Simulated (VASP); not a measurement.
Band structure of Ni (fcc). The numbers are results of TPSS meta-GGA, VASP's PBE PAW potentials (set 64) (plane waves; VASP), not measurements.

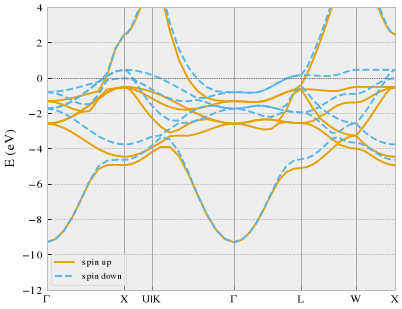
Bands along high-symmetry lines, zero at the valence-band maximum or, without a gap, the Fermi level

Problem. Read the plot: is there a gap, and where are the band edges?

Solution. It has no gap at this level: it comes out as a metal or semimetal.

The compound is Ni in the fcc structure. It was relaxed first.
